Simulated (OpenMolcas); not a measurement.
# quartet SiCNF2: levels of theory compared

Aim: a comparison of 6 runs (UHF/aug-cc-pVDZ, U-revPBE/aug-cc-pVDZ, UBHLYP/aug-cc-pVDZ, UBLYP/aug-cc-pVDZ, USVWN5/aug-cc-pVDZ, UTPSS/aug-cc-pVDZ) of quartet SiCNF2. 

The calculation is run with OpenMolcas 26.06.

1 further run of the same task is left out (it didn't finish).

## 1. Starting point

SiCNF2 has 5 atoms, charge 0, and is taken as a quartet. As SMILES of the parent species, `N#C[Si](F)F`. The coordinates come from a PBE0-D4/def2-TZVP relaxation. That shape belongs to the parent species and isn't relaxed for this state.

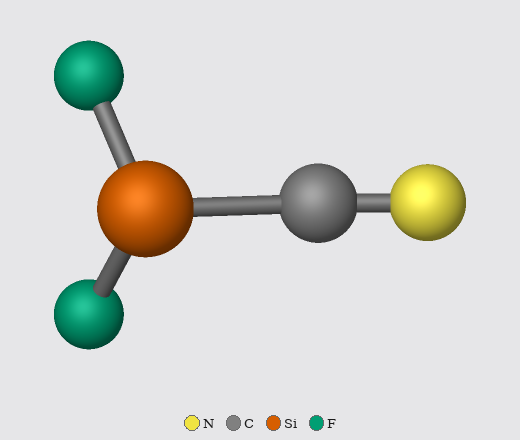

The structure, seen from a chosen angle (nitrogen yellow, carbon grey, silicon orange, fluorine teal).

## 2. A single-point energy at UHF/aug-cc-pVDZ (run 1)

File struct.xyz:

```xyz
5

N      1.426100    -1.103800     1.364300
C      0.743000    -0.566400     0.607500
Si    -0.192800     0.214100    -0.773500
F     -1.655600    -0.382400    -0.757500
F     -0.270900     1.764900    -0.482300
```

File calc.inp:

```
* CF2NSi Hartree-Fock

&GATEWAY
  BasLib = $CurrDir
  Coord = struct.xyz
  Basis = aug-cc-pVDZ
  Group = NoSym

&SEWARD

&SCF
  UHF
  Spin = 4
  Thresholds = 1e-10 1e-07 1e-07 1e-05
  PrOrbitals = 0
```

The basis set aug-cc-pVDZ is read from a file made from the Basis Set Exchange's data (not shown).

On the command line:

```bash
$ export MOLCAS_MEM=1860
$ pymolcas calc.inp > calc.log
```

Standard output:

```text
--- Start Module: gateway ---
[...]
--- Stop Module: gateway /rc=_RC_ALL_IS_WELL_ ---
--- Start Module: seward ---
[...]
      Basis functions          119
--- Stop Module: seward /rc=_RC_ALL_IS_WELL_ ---
[...]
--- Start Module: scf ---
[...]
       Convergence after  76 Iterations
[...]
::    Total SCF energy                               -580.0325429637
[...]
      Total spin, S                                     1.5061390092
[...]
      Total electronic charge=   45.000000
      Total            charge=   -0.000000
[...]
      Dipole Moment (debye):
      Origin of the operator (angstrom)=   -0.1425    0.1087   -0.2044
                   X=  4.6080E-02               Y=  1.3279E-01               Z= -1.2686E+00           Total=  1.2764E+00
      Quadrupole Moment (debye*angstrom):
[...]
--- Stop Module: scf /rc=_RC_ALL_IS_WELL_ ---
[...]
```

Run time: 2 min. Hardware: 1 thread of AMD EPYC 7R43 (Zen 3), shared host; peak memory 0.75 GiB.

## 3. The energy at U-revPBE/aug-cc-pVDZ (run 2)

File mol.inp:

```
&gateway
baslib = $CurrDir
coord
5
bohr
N      2.69493843    -2.08587970     2.57815335
C      1.40406651    -1.07034088     1.14800862
Si    -0.36433920     0.40459036    -1.46170316
F     -3.12863057    -0.72263127    -1.43146754
F     -0.51192681     3.33517764    -0.91141491
basis = aug-cc-pVDZ
group = NoSym
&seward
gridinput
Grid=UltraFine
End of Grid
&scf
uhf
spin = 4
ksdft = revPBE
thresholds = 1e-10 1e-07 1e-07 1e-05
prorbitals = 1
```

The basis set aug-cc-pVDZ is read from a file made from the Basis Set Exchange's data (not shown).

On the command line:

```bash
$ export MOLCAS_MEM=1860
$ pymolcas mol.inp > mol.log
```

Standard output:

```text
--- Start Module: gateway ---
[...]
--- Stop Module: gateway /rc=_RC_ALL_IS_WELL_ ---
--- Start Module: seward ---
[...]
      Basis functions          119
--- Stop Module: seward /rc=_RC_ALL_IS_WELL_ ---
[...]
--- Start Module: scf ---
[...]
       Convergence after  35 Iterations
[...]
::    Total KS-DFT energy                            -581.7446776208
[...]
      Total spin, S                                     1.5013890705
[...]
      Dipole Moment (debye):
      Origin of the operator (angstrom)=   -0.1425    0.1087   -0.2044
                   X=  3.9959E-02               Y=  1.0727E-01               Z= -1.0392E+00           Total=  1.0455E+00
      Quadrupole Moment (debye*angstrom):
[...]
--- Stop Module: scf /rc=_RC_ALL_IS_WELL_ ---
[...]
```

Run time: 2.6 min. Hardware: 1 thread of AMD EPYC 7R43 (Zen 3), shared host; peak memory 0.75 GiB.

Runs 3 to 4 aren't shown in full; the table further down has their settings and results.

## 4. The energy at USVWN5/aug-cc-pVDZ (run 5)

File coord.xyz:

```xyz
5

N      1.426100    -1.103800     1.364300
C      0.743000    -0.566400     0.607500
Si    -0.192800     0.214100    -0.773500
F     -1.655600    -0.382400    -0.757500
F     -0.270900     1.764900    -0.482300
```

File mol.inp:

```
* CF2NSi Kohn-Sham DFT
>>> EXPORT MOLCAS_PRINT=2
&GATEWAY
BasLib
$CurrDir
Coord
coord.xyz
Basis
aug-cc-pVDZ
Group
NoSym
&SEWARD
GridInput
Grid=UltraFine
End of Grid
&SCF
UHF
Spin
4
KSDFT
SVWN5
Thresholds
1e-10 1e-07 1e-07 1e-05
PrOrbitals
1 2
```

The basis set aug-cc-pVDZ is read from a file made from the Basis Set Exchange's data (not shown).

On the command line:

```bash
$ export MOLCAS_MEM=1860
$ pymolcas mol.inp > mol.log
```

Standard output:

```text
--- Start Module: gateway ---
[...]
--- Stop Module: gateway /rc=_RC_ALL_IS_WELL_ ---
--- Start Module: seward ---
[...]
      Basis functions          119
--- Stop Module: seward /rc=_RC_ALL_IS_WELL_ ---
[...]
--- Start Module: scf ---
[...]
       Convergence after  37 Iterations
[...]
::    Total KS-DFT energy                            -578.6769957465
[...]
      Total spin, S                                     1.5007792295
[...]
      Total electronic charge=   45.000000
      Total            charge=   -0.000000
[...]
      Dipole Moment (debye):
      Origin of the operator (angstrom)=   -0.1425    0.1087   -0.2044
                   X= -3.1811E-02               Y=  1.6170E-01               Z= -1.1044E+00           Total=  1.1166E+00
      Quadrupole Moment (debye*angstrom):
[...]
--- Stop Module: scf /rc=_RC_ALL_IS_WELL_ ---
[...]
```

It took 1.9 min on 1 thread of AMD EPYC 7R43 (Zen 3), shared host; peak memory 0.75 GiB.

## 5. The energy at UTPSS/aug-cc-pVDZ (run 6)

struct.xyz is that of step 2.

File test.input:

```
&GATEWAY
 BasLib=$CurrDir
 Coord=struct.xyz
 Basis=aug-cc-pVDZ
 Group=NoSym

&SEWARD
 GridInput
 Grid=UltraFine
 End of Grid

&SCF
 UHF
 Spin=4
 KSDFT=2
 1.0 MGGA_X_TPSS
 1.0 MGGA_C_TPSS
 Thresholds=1e-10 1e-07 1e-07 1e-05
 PrOrbitals=1 1
```

The basis set aug-cc-pVDZ is read from a file made from the Basis Set Exchange's data (not shown).

On the command line:

```bash
$ export MOLCAS_MEM=1860
$ pymolcas test.input > test.log
```

Standard output:

```text
--- Start Module: gateway ---
[...]
--- Stop Module: gateway /rc=_RC_ALL_IS_WELL_ ---
--- Start Module: seward ---
[...]
      Basis functions          119
--- Stop Module: seward /rc=_RC_ALL_IS_WELL_ ---
[...]
--- Start Module: scf ---
[...]
       Convergence after  35 Iterations
[...]
::    Total KS-DFT energy                            -581.9508295750
[...]
      Total spin, S                                     1.5016733819
[...]
      Total electronic charge=   45.000000
      Total            charge=   -0.000000
[...]
      Dipole Moment (debye):
      Origin of the operator (angstrom)=   -0.1425    0.1087   -0.2044
                   X=  3.4268E-02               Y=  1.1900E-01               Z= -1.1020E+00           Total=  1.1089E+00
      Quadrupole Moment (debye*angstrom):
[...]
--- Stop Module: scf /rc=_RC_ALL_IS_WELL_ ---
[...]
```

Run time: 3.7 min. Hardware: 1 thread of AMD EPYC 7R43 (Zen 3), shared host; peak memory 0.74 GiB.

## 6. The series

```csv
run,level,integration grid,energy (Eh),dipole moment (D),HOMO energy (eV),⟨S²⟩,wall time
1,UHF/aug-cc-pVDZ,–,-580.032543,1.28,-7.41,3.775,2 min
2,U-revPBE/aug-cc-pVDZ,UltraFine,-581.744678,1.05,-3.71,3.756,2.6 min
3,UBHLYP/aug-cc-pVDZ,UltraFine,-581.786933,1.39,-6.15,3.760,4.6 min
4,UBLYP/aug-cc-pVDZ,UltraFine,-581.861237,1.14,-3.52,3.754,1.9 min
5,USVWN5/aug-cc-pVDZ,UltraFine,-578.676996,1.12,-3.79,3.753,1.9 min
6,UTPSS/aug-cc-pVDZ,UltraFine,-581.950830,1.11,-3.83,3.757,3.7 min
```

## 7. Outcome

| quantity | value |
| --- | --- |
| run 6: total energy | -581.95083 Eh |
| run 6: dipole moment | 1.11 D |
| run 6: HOMO energy (highest over α and β) | -3.83 eV |
| run 6: ⟨S²⟩ | 3.757 |

The dipole moment (its size) runs from 1.05 D (U-revPBE/aug-cc-pVDZ) to 1.39 D (UBHLYP/aug-cc-pVDZ). Totals of different functionals can't be ranked against each other. All runs together took 17 min, the longest 4.6 min.
